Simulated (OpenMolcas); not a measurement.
## Run report: Se⁴⁺, multiconfigurational calculation

System: Se⁴⁺.
Method: state-averaged SS-RASPT2, IPEA shift 0.25, imaginary shift 0.1 hartree, active space 2 electrons in the shells 4s 4p 4d; RAS3 4d with at most 2 electrons, basis ANO-RCC-VQZP, DKH2 scalar Hamiltonian, spin-orbit coupling by RASSI with atomic mean-field integrals (OpenMolcas).

## Input file
```
&GATEWAY
Coord
1

Se 0.0 0.0 0.0
Basis=ANO-RCC-VQZP
Group=XYZ
NoMove
AngMom=0.0 0.0 0.0
AMFI
&SEWARD
&RASSCF
FileOrb=start.orb
Symmetry=1
Spin=3
nActEl=2 0 0
Inactive=8 6
Ras2=1 3
CIRoot=3 3 1
SDav=3
CIMx=300
Iter=120 100
PrWF=0.3
OrbListing=Nothing
MaxOrb=0
Atom
>>> COPY $Project.JobIph JOBPRE
&RASSCF
FileOrb=start.orb
Symmetry=1
Spin=3
nActEl=2 0 2
Inactive=8 6
Ras2=1 3
Ras3=5 0
CIRoot=3 3 1
SDav=18
CIMx=300
Iter=120 100
PrWF=0.3
OrbListing=Nothing
MaxOrb=0
Thrs=2.0e-7 1.0e-1 5.0e-4
Atom
>>> COPY $Project.JobIph JOB001
&RASSCF
FileOrb=start.orb
Symmetry=1
Spin=1
nActEl=2 0 2
Inactive=8 6
Ras2=1 3
Ras3=5 0
CIRoot=7 7 1
SDav=27
CIMx=300
Iter=120 100
PrWF=0.3
OrbListing=Nothing
MaxOrb=0
Thrs=2.0e-7 1.0e-1 5.0e-4
Atom
>>> COPY $Project.JobIph JOB002
&RASSCF
FileOrb=start.orb
Symmetry=2
Spin=3
nActEl=2 0 2
Inactive=8 6
Ras2=1 3
Ras3=5 0
CIRoot=3 3 1
SDav=18
CIMx=300
Iter=120 100
PrWF=0.3
OrbListing=Nothing
MaxOrb=0
Thrs=2.0e-7 1.0e-1 5.0e-4
Atom
>>> COPY $Project.JobIph JOB003
&RASSCF
FileOrb=start.orb
Symmetry=2
Spin=1
nActEl=2 0 2
Inactive=8 6
Ras2=1 3
Ras3=5 0
CIRoot=3 3 1
SDav=18
CIMx=300
Iter=120 100
PrWF=0.3
OrbListing=Nothing
MaxOrb=0
Thrs=2.0e-7 1.0e-1 5.0e-4
Atom
>>> COPY $Project.JobIph JOB004
&RASSI
NrOfJobIphs=4 3 7 3 3
1 2 3
1 2 3 4 5 6 7
1 2 3
1 2 3
IphNames
JOB001
JOB002
JOB003
JOB004
EJob
SpinOrbit
DIPRint=1.0
SOCoupling=1000.0
Subsets=2
MEES
Property=10
'ANGMOM' 1 'ANGMOM' 2 'ANGMOM' 3 'MLTPL  1' 1 'MLTPL  1' 2 'MLTPL  1' 3
'AMFI' 1 'AMFI' 2 'AMFI' 3 'MLTPL  2' 6
SOProperty=3
'ANGMOM' 1 'ANGMOM' 2 'ANGMOM' 3
>>> COPY JOB001 $Project.JobIph
&CASPT2
Multistate=3 1 2 3
Frozen=8 6
IPEA=0.25
Imaginary=0.1
MaxIter=60
WThr=0.0 0.3 0.05
PrWF=0.5
NoMix
>>> COPY JOB002 $Project.JobIph
&CASPT2
Multistate=7 1 2 3 4 5 6 7
Frozen=8 6
IPEA=0.25
Imaginary=0.1
MaxIter=60
WThr=0.0 0.3 0.05
PrWF=0.5
NoMix
>>> COPY JOB003 $Project.JobIph
&CASPT2
Multistate=3 1 2 3
Frozen=8 6
IPEA=0.25
Imaginary=0.1
MaxIter=60
WThr=0.0 0.3 0.05
PrWF=0.5
NoMix
>>> COPY JOB004 $Project.JobIph
&CASPT2
Multistate=3 1 2 3
Frozen=8 6
IPEA=0.25
Imaginary=0.1
MaxIter=60
WThr=0.0 0.3 0.05
PrWF=0.5
NoMix
```

The file start.orb holds starting orbitals from an earlier step. A driver script formed the levels outside the program, from RASSI's spin-orbit matrix and the CASPT2 energies (for multi-state variants, the effective Hamiltonian), averaged over the components of each term or state. The log and the time are those of the CASPT2 step.

## Output (extracts)
```
--- CASPT2 ---
Orbital specifications:
      -----------------------

      Symmetry species                           1   2
                                                ag  au
      Frozen orbitals                            8   6
      Inactive orbitals                          0   0
      Active orbitals                            6   3
      Secondary orbitals                        22  23
      Deleted orbitals                           0   0
      Number of basis functions                 36  32
Type of calculation                        MS-CASPT2
      Fock operator                              state-specific
      IPEA shift                                 0.25
      Real shift                                 0.00
      Imaginary shift                            0.10
      The input orbitals will be transformed to quasi-canonical
Reference energy:       -2423.2917117362
      E2 (Non-variational):      -0.0011192426
      Shift correction:          -0.0000008908
      E2 (Variational):          -0.0011201334
      Total energy:           -2423.2928318696
      Residual norm:              0.0000002216
      Reference weight:           0.99969
      Contributions to the CASPT2 correlation energy
      Active & Virtual Only:         -0.0011192426
      One Inactive Excited:           0.0000000000
      Two Inactive Excited:           0.0000000000
Reference energy:       -2423.2917117361
      E2 (Non-variational):      -0.0011192424
      Shift correction:          -0.0000008908
      E2 (Variational):          -0.0011201332
      Total energy:           -2423.2928318693
      Residual norm:              0.0000002216
      Reference weight:           0.99969
      Contributions to the CASPT2 correlation energy
      Active & Virtual Only:         -0.0011192424
      One Inactive Excited:           0.0000000000
      Two Inactive Excited:           0.0000000000
::    CASPT2 Root  1     Total energy:  -2423.29283187
::    CASPT2 Root  2     Total energy:  -2423.29283187
::    CASPT2 Root  3     Total energy:  -2423.29283187
::    MS-CASPT2 Root  1     Total energy:  -2423.29283187
::    MS-CASPT2 Root  2     Total energy:  -2423.29283187
::    MS-CASPT2 Root  3     Total energy:  -2423.29283187
--- CASPT2 ---
Orbital specifications:
      -----------------------

      Symmetry species                           1   2
                                                ag  au
      Frozen orbitals                            8   6
      Inactive orbitals                          0   0
      Active orbitals                            6   3
      Secondary orbitals                        22  23
      Deleted orbitals                           0   0
      Number of basis functions                 36  32
Type of calculation                        MS-CASPT2
      Fock operator                              state-specific
      IPEA shift                                 0.25
      Real shift                                 0.00
      Imaginary shift                            0.10
      The input orbitals will be transformed to quasi-canonical
Reference energy:       -2424.2581379876
      E2 (Non-variational):      -0.0049721875
      Shift correction:          -0.0000042806
      E2 (Variational):          -0.0049764681
      Total energy:           -2424.2631144557
      Residual norm:              0.0000004059
      Reference weight:           0.99864
      Contributions to the CASPT2 correlation energy
      Active & Virtual Only:         -0.0049721875
      One Inactive Excited:           0.0000000000
      Two Inactive Excited:           0.0000000000
Reference energy:       -2423.3076971340
      E2 (Non-variational):      -0.0015803219
      Shift correction:          -0.0000040930
      E2 (Variational):          -0.0015844149
      Total energy:           -2423.3092815489
      Residual norm:              0.0000008360
      Reference weight:           0.99932
      Contributions to the CASPT2 correlation energy
      Active & Virtual Only:         -0.0015803219
      One Inactive Excited:           0.0000000000
      Two Inactive Excited:           0.0000000000
::    CASPT2 Root  1     Total energy:  -2424.26311446
::    CASPT2 Root  2     Total energy:  -2423.30928155
::    CASPT2 Root  3     Total energy:  -2423.30928155
::    CASPT2 Root  4     Total energy:  -2423.30928155
::    CASPT2 Root  5     Total energy:  -2423.30928155
::    CASPT2 Root  6     Total energy:  -2423.30928217
::    CASPT2 Root  7     Total energy:  -2423.13988739
::    MS-CASPT2 Root  1     Total energy:  -2424.26317199
::    MS-CASPT2 Root  2     Total energy:  -2423.30928217
::    MS-CASPT2 Root  3     Total energy:  -2423.30928155
::    MS-CASPT2 Root  4     Total energy:  -2423.30928155
::    MS-CASPT2 Root  5     Total energy:  -2423.30928155
::    MS-CASPT2 Root  6     Total energy:  -2423.30928155
::    MS-CASPT2 Root  7     Total energy:  -2423.13982985
--- CASPT2 ---
Orbital specifications:
      -----------------------

      Symmetry species                           1   2
                                                ag  au
      Frozen orbitals                            8   6
      Inactive orbitals                          0   0
      Active orbitals                            6   3
      Secondary orbitals                        22  23
      Deleted orbitals                           0   0
      Number of basis functions                 36  32
Type of calculation                        MS-CASPT2
      Fock operator                              state-specific
      IPEA shift                                 0.25
      Real shift                                 0.00
      Imaginary shift                            0.10
      The input orbitals will be transformed to quasi-canonical
Reference energy:       -2423.8534469012
      E2 (Non-variational):      -0.0009331706
      Shift correction:          -0.0000007761
      E2 (Variational):          -0.0009339468
      Total energy:           -2423.8543808479
      Residual norm:              0.0000000918
      Reference weight:           0.99975
      Contributions to the CASPT2 correlation energy
      Active & Virtual Only:         -0.0009331706
      One Inactive Excited:           0.0000000000
      Two Inactive Excited:           0.0000000000
Reference energy:       -2423.8534469012
      E2 (Non-variational):      -0.0009331707
      Shift correction:          -0.0000007761
      E2 (Variational):          -0.0009339469
      Total energy:           -2423.8543808480
      Residual norm:              0.0000000918
      Reference weight:           0.99975
      Contributions to the CASPT2 correlation energy
      Active & Virtual Only:         -0.0009331707
      One Inactive Excited:           0.0000000000
      Two Inactive Excited:           0.0000000000
::    CASPT2 Root  1     Total energy:  -2423.85438085
::    CASPT2 Root  2     Total energy:  -2423.85438085
::    CASPT2 Root  3     Total energy:  -2423.85438085
::    MS-CASPT2 Root  1     Total energy:  -2423.85438085
::    MS-CASPT2 Root  2     Total energy:  -2423.85438085
::    MS-CASPT2 Root  3     Total energy:  -2423.85438085
--- CASPT2 ---
Orbital specifications:
      -----------------------

      Symmetry species                           1   2
                                                ag  au
      Frozen orbitals                            8   6
      Inactive orbitals                          0   0
      Active orbitals                            6   3
      Secondary orbitals                        22  23
      Deleted orbitals                           0   0
      Number of basis functions                 36  32
Type of calculation                        MS-CASPT2
      Fock operator                              state-specific
      IPEA shift                                 0.25
      Real shift                                 0.00
      Imaginary shift                            0.10
      The input orbitals will be transformed to quasi-canonical
Reference energy:       -2423.6523305208
      E2 (Non-variational):      -0.0071637122
      Shift correction:          -0.0000066993
      E2 (Variational):          -0.0071704115
      Total energy:           -2423.6595009323
      Residual norm:              0.0000002522
      Reference weight:           0.99797
      Contributions to the CASPT2 correlation energy
      Active & Virtual Only:         -0.0071637122
      One Inactive Excited:           0.0000000000
      Two Inactive Excited:           0.0000000000
Reference energy:       -2423.6523305208
      E2 (Non-variational):      -0.0071637141
      Shift correction:          -0.0000066993
      E2 (Variational):          -0.0071704135
      Total energy:           -2423.6595009343
      Residual norm:              0.0000002522
      Reference weight:           0.99797
      Contributions to the CASPT2 correlation energy
      Active & Virtual Only:         -0.0071637141
      One Inactive Excited:           0.0000000000
      Two Inactive Excited:           0.0000000000
::    CASPT2 Root  1     Total energy:  -2423.65950093
::    CASPT2 Root  2     Total energy:  -2423.65950093
::    CASPT2 Root  3     Total energy:  -2423.65950093
::    MS-CASPT2 Root  1     Total energy:  -2423.65950093
::    MS-CASPT2 Root  2     Total energy:  -2423.65950093
::    MS-CASPT2 Root  3     Total energy:  -2423.65950093
```

## Spin-orbit levels, grouped by J and assigned

| Configuration | Level | E (cm⁻¹) | LS purity (%) | Landé g |
| --- | --- | --- | --- | --- |
| 4s² | ¹S₀ | 0 | 100 | – |
| 4s 4p | ³P°₀ | 86,680 | 100 | – |
| 4s 4p | ³P°₁ | 88,100 | 100 | 1.500 |
| 4s 4p | ³P°₂ | 91,220 | 100 | 1.501 |
| 4s 4p | ¹P°₁ | 132,600 | 100 | 1.001 |
| 4p² | ¹D₂ | 208,700 | 90 | 1.048 |
| 4p² | ³P₀ | 209,600 | 99 | – |
| 4p² | ³P₁ | 211,500 | 100 | 1.501 |
| 4p² | ³P₂ | 215,000 | 90 | 1.453 |

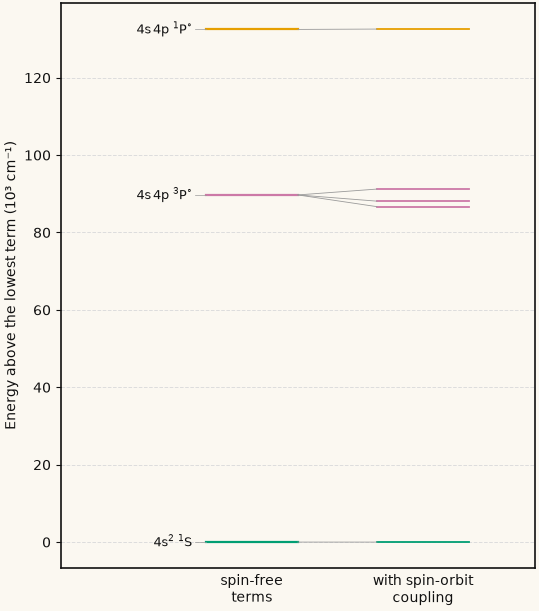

Terms of Se⁴⁺ (selenium, Z = 34) without and with spin-orbit coupling; the J values are left off. 4s² ¹S (at 0) gives the one level J = 0; 4s 4p ³P° (at 89,700 cm⁻¹) splits over 4,540 cm⁻¹ into J = 0, 1, 2 from the bottom up (normal); 4s 4p ¹P° (at 132,000 cm⁻¹) gives the one level J = 1. The ground level lies 2.50 cm⁻¹ below the lowest term.

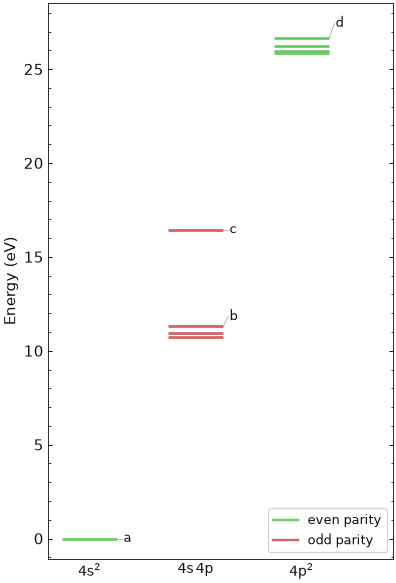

The lowest computed levels of Se⁴⁺, 4 of them lettered. a: 4s² ¹S₀ at 0; b: 4s 4p ³P°₂ at 11.3 eV; c: 4s 4p ¹P°₁ at 16.4 eV; d: 4p² ³P₂ at 26.7 eV.

## Summary

- outcome: converged
- lowest level: 4s² ¹S₀
- first excited level: 4s 4p ³P°₀, 86,682 cm⁻¹ (measured: 89,749)
- energy of the lowest spin-free term: −2424.26311 hartree
- energy of the lowest spin-orbit level: −2424.26313 hartree
- CASPT2 correlation energy: −0.0050 hartree
- largest spread among components of a term: 0.1 cm⁻¹
- lowest reference weight: 0.993
- hardware: 1 CPU thread, shared host
- wall time: 3.3 s

## Remarks

The run is of multi-state type; this report uses its single-state energies. Caveats: extra active shells serve correlation only, their own levels not computed; only configurations of the active space are included.
